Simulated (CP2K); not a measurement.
# IPEA1-xTB run of C2H4SSi (SMILES C=C1[SiH2]S1)

Aim: the energy difference between two shapes of C2H4SSi at IPEA1-xTB, from 2 runs. 

Program for the calculation: CP2K 2026.2.

1 further run of the same task is left out (set aside as unsound or not needed).

## Step 1: Starting point

C2H4SSi has 8 atoms, charge 0, and is taken as a singlet. As SMILES, `C=C1[SiH2]S1`. The coordinates come from a GFN2-xTB relaxation.

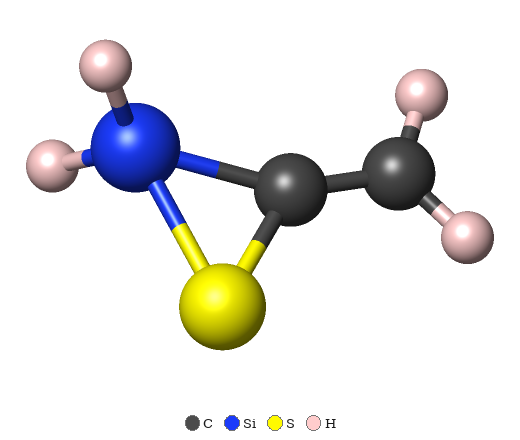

Viewed from a chosen angle; carbon dark grey, silicon blue, sulfur yellow, hydrogen pink.

## Step 2: Energy and gradient at IPEA1-xTB

Input file molecule.xyz:

```xyz
8

C     -0.668010     1.446620    -0.242520
C     -0.161510     0.232540    -0.254720
Si     0.648820    -1.230230     0.517990
S      0.018190    -0.998350    -1.543450
H     -1.087630     1.900650    -1.125910
H     -0.678190     2.032770     0.661980
H      2.085450    -1.225940     0.702550
H     -0.157110    -2.158060     1.284080
```

Input file mol.inp:

```
&GLOBAL
  PROJECT mol
  RUN_TYPE ENERGY_FORCE
  PRINT_LEVEL MEDIUM
&END GLOBAL

&FORCE_EVAL
  METHOD QS
  &DFT
    &QS
      METHOD XTB
      EPS_DEFAULT 1.0E-10
      &XTB
        GFN_TYPE TBLITE
        &TBLITE
          METHOD IPEA1
        &END TBLITE
        CHECK_ATOMIC_CHARGES F
      &END XTB
    &END QS
    &POISSON
      PERIODIC NONE
      POISSON_SOLVER ANALYTIC
    &END POISSON
    &SCF
      SCF_GUESS ATOMIC
      EPS_SCF 1.0E-06
      MAX_SCF 150
      ADDED_MOS 2
      &DIAGONALIZATION
        ALGORITHM STANDARD
      &END DIAGONALIZATION
      &MIXING
        METHOD DIRECT_P_MIXING
        ALPHA 0.4
      &END MIXING
      &SMEAR ON
        METHOD FERMI_DIRAC
        ELECTRONIC_TEMPERATURE [K] 300
      &END SMEAR
    &END SCF
    &PRINT
      &MOMENTS
        PERIODIC F
        REFERENCE COM
        MAX_MOMENT 1
      &END MOMENTS
      &MO ON
        ENERGIES T
        OCCUPATION_NUMBERS T
        NDIGITS 6
        &EACH
          QS_SCF 0
        &END EACH
        ADD_LAST NUMERIC
      &END MO
      &HIRSHFELD OFF
      &END HIRSHFELD
    &END PRINT
  &END DFT
  &SUBSYS
    &CELL
      ABC 11.2 12.2 10.8
      PERIODIC NONE
    &END CELL
    &TOPOLOGY
      COORD_FILE_NAME molecule.xyz
      COORD_FILE_FORMAT XYZ
      &CENTER_COORDINATES
      &END CENTER_COORDINATES
    &END TOPOLOGY
  &END SUBSYS
  &PRINT
    &FORCES ON
    &END FORCES
  &END PRINT
&END FORCE_EVAL
```

On the command line:

```console
OMP_NUM_THREADS=1 cp2k.psmp -i mol.inp > mol.out 2>&1
```

What it wrote (excerpt; [...] marks lines left out):

```text
CP2K| version string:                                       CP2K version 2026.2
[...]
 GLOBAL| Method name                                                        CP2K
[...]
 GLOBAL| Run type                                                   ENERGY_FORCE
[...]
                             - Atoms:                                          8
[...]
                             - Spherical basis functions:                     36
[...]
 Number of electrons:                                                         22
[...]
  *** SCF run converged in    15 steps ***
[...]
  Fermi energy:                                                -0.26804983140787
[...]
 TB_DIPOLE| Moment [Debye]          0.13394799       0.52529813       1.36503952
 TB_DIPOLE| Derivative [a.u.]       0.00000000       0.00000000       0.00000000
[...]
 ENERGY| Total FORCE_EVAL ( QS ) energy [hartree]            -12.681401373607784
 FORCES| Atomic forces [hartree/bohr]
 FORCES|   Atom     x               y               z               |f|
 FORCES|      1 -2.89042858E-03  1.53978018E-03 -9.01386181E-03   9.59037043E-03
 FORCES|      2  1.05562009E-02  9.69207960E-04  4.24029907E-02   4.37079668E-02
 FORCES|      3 -6.77209762E-03  2.65108067E-04 -2.60782443E-02   2.69445062E-02
 FORCES|      4  8.32522844E-03 -1.96308272E-02  5.77224066E-04   2.13310101E-02
 FORCES|      5 -3.58404341E-03  6.57550762E-03 -3.09604573E-03   8.10358974E-03
 FORCES|      6 -1.25918138E-03  3.14518428E-03  2.75636054E-04   3.39907299E-03
 FORCES|      7 -1.45497273E-02 -1.52572193E-03  6.50567697E-04   1.46439623E-02
 FORCES|      8  1.01740490E-02  8.66176097E-03 -5.71826671E-03   1.45339585E-02
 FORCES| Sum     1.96023753E-16  3.81639165E-16 -7.02563008E-17
 FORCES| Total atomic force                                       4.34752472E-16
[...]
```

It took 0.24 s on 1 thread of Arm Neoverse V2, shared host.

## Step 3: The distorted shape, same level

Input file molecule.xyz:

```xyz
8

C     -0.664781     1.450101    -0.251956
C     -0.118828     0.206392    -0.250602
Si     0.647524    -1.234415     0.508848
S      0.050687    -0.974009    -1.528774
H     -1.097627     1.919451    -1.117746
H     -0.684169     2.014628     0.659880
H      2.099424    -1.169685     0.713311
H     -0.181560    -2.158433     1.285086
```

Input file job.inp:

```
&GLOBAL
  PROJECT job
  RUN_TYPE ENERGY_FORCE
  PRINT_LEVEL MEDIUM
&END

&FORCE_EVAL
  METHOD QS
  &DFT
    CHARGE 0
    MULTIPLICITY 1
    &QS
      METHOD XTB
      EPS_DEFAULT 1.0E-10
      &XTB
        GFN_TYPE TBLITE
        &TBLITE
          METHOD IPEA1
        &END
        CHECK_ATOMIC_CHARGES F
      &END
    &END
    &POISSON
      PERIODIC NONE
      POISSON_SOLVER ANALYTIC
    &END
    &SCF
      SCF_GUESS ATOMIC
      EPS_SCF 1.0E-06
      MAX_SCF 150
      ADDED_MOS 2
      &DIAGONALIZATION
        ALGORITHM STANDARD
      &END
      &MIXING
        METHOD DIRECT_P_MIXING
        ALPHA 0.4
      &END
      &SMEAR ON
        METHOD FERMI_DIRAC
        ELECTRONIC_TEMPERATURE [K] 300
      &END
    &END
    &PRINT
      &MOMENTS
        PERIODIC F
        REFERENCE COM
        MAX_MOMENT 1
      &END
      &MO ON
        ENERGIES T
        OCCUPATION_NUMBERS T
        NDIGITS 6
        &EACH
          QS_SCF 0
        &END
        ADD_LAST NUMERIC
      &END
      &HIRSHFELD OFF
      &END
    &END
  &END
  &SUBSYS
    &CELL
      ABC [angstrom] 11.2 12.2 10.8
      PERIODIC NONE
    &END
    &TOPOLOGY
      COORD_FILE_NAME molecule.xyz
      COORD_FILE_FORMAT XYZ
      &CENTER_COORDINATES
      &END
    &END
  &END
  &PRINT
    &FORCES ON
    &END
  &END
&END
```

On the command line:

```console
OMP_NUM_THREADS=1 cp2k.psmp job.inp > job.out
```

What it wrote (excerpt; [...] marks lines left out):

```text
CP2K| version string:                                       CP2K version 2026.2
[...]
 GLOBAL| Method name                                                        CP2K
[...]
 GLOBAL| Run type                                                   ENERGY_FORCE
[...]
                             - Atoms:                                          8
[...]
                             - Spherical basis functions:                     36
[...]
 Number of electrons:                                                         22
[...]
  *** SCF run converged in    15 steps ***
[...]
  Fermi energy:                                                -0.27186295140424
[...]
 TB_DIPOLE| Moment [Debye]          0.11338000       0.37093805       1.24427092
 TB_DIPOLE| Derivative [a.u.]       0.00000000       0.00000000       0.00000000
[...]
 ENERGY| Total FORCE_EVAL ( QS ) energy [hartree]            -12.676947453182169
 FORCES| Atomic forces [hartree/bohr]
 FORCES|   Atom     x               y               z               |f|
 FORCES|      1  1.78203298E-02 -4.46293389E-02 -4.09493125E-03   4.82297679E-02
 FORCES|      2 -2.57462761E-02  8.02801424E-02  4.21717167E-02   9.42667793E-02
 FORCES|      3  8.74300064E-03 -1.58584204E-02 -4.34796616E-03   1.86234897E-02
 FORCES|      4  8.35984712E-03 -3.48676544E-02 -2.37563567E-02   4.30116827E-02
 FORCES|      5 -1.54349257E-03  2.18261403E-03 -5.25055101E-03   5.89189776E-03
 FORCES|      6 -1.03008337E-03  5.64356501E-03  4.35412584E-03   7.20203510E-03
 FORCES|      7 -2.17372304E-02 -4.91256182E-03  2.17274991E-04   2.22864904E-02
 FORCES|      8  1.51339048E-02  1.21616542E-02 -9.29331243E-03   2.15245572E-02
 FORCES| Sum     1.14491749E-16  1.35308431E-16 -2.51534904E-16
 FORCES| Total atomic force                                       3.07711781E-16
[...]
```

Run time: 0.24 s. Hardware: 1 thread of Arm Neoverse V2, shared host.

## Step 4: Summary of results

Level: IPEA1-xTB.

| quantity | value |
| --- | --- |
| first shape: total energy | -12.68140 Eh |
| first shape: dipole moment (from atomic charges alone) | 1.47 D |
| first shape: HOMO energy | -10.95 eV |
| first shape: LUMO energy | -6.40 eV |
| first shape: HOMO–LUMO gap | 4.55 eV |
| first shape: largest force on an atom | 2.248 eV/Å |
| distorted shape: total energy | -12.67695 Eh |
| distorted shape: dipole moment (from atomic charges alone) | 1.30 D |
| distorted shape: HOMO energy | -10.83 eV |
| distorted shape: LUMO energy | -6.50 eV |
| distorted shape: HOMO–LUMO gap | 4.33 eV |
| distorted shape: largest force on an atom | 4.847 eV/Å |
| energy change with the atoms displaced | 0.121 eV |

**Reading.** With the atoms displaced the energy rises by 0.12 eV (2.8 kcal/mol). The first shape isn't relaxed at this level, so the change isn't measured from a minimum. The largest force (first shape) is 2.25 eV/Å: the shape isn't a stationary point for this species at this level. The dipole (first shape) comes from point charges on the atoms alone, without atomic dipoles, so it is partial. The dipole (distorted shape) comes from point charges on the atoms alone, without atomic dipoles, so it is partial.
